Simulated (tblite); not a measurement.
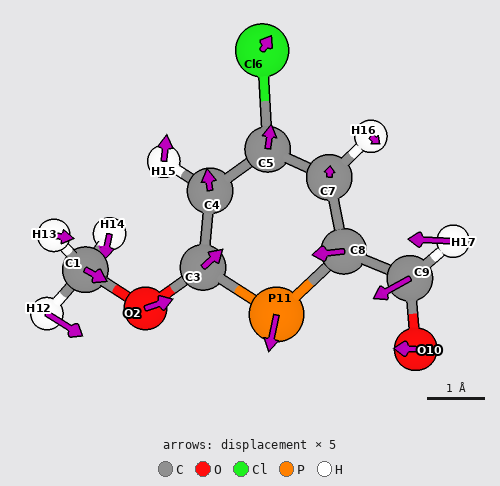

This is a relaxation of C7H6ClO2P. The starting structure is drawn; purple arrows show the displacements, magnified 5 times. The two geometries are superimposed by the best rigid fit.

Style: ball-and-stick. Shown at a tilt.

Level of theory: GFN2-xTB geometry optimisation, gas phase in tblite. 

Question: Describe the change and its energy.

Answer: The largest moves after the best rigid fit, 0.19 Å, are those of H12 and H17. Largest moves by element: H 0.19 Å, C 0.17 Å, P 0.14 Å, O 0.12 Å, Cl 0.07 Å. Among the contacts that change: C9–O10 1.274 → 1.206 Å, C5–Cl6 1.774 → 1.732 Å, C7–C8 1.365 → 1.392 Å, C7–H16 1.105 → 1.081 Å. Bond angles that change, for instance: C3–P11–C8 111.0° → 98.2°, C7–C8–P11 115.3° → 126.8°, C4–C3–P11 115.3° → 126.3°. The energy falls by 79.3 kJ/mol in 35 geometry steps.
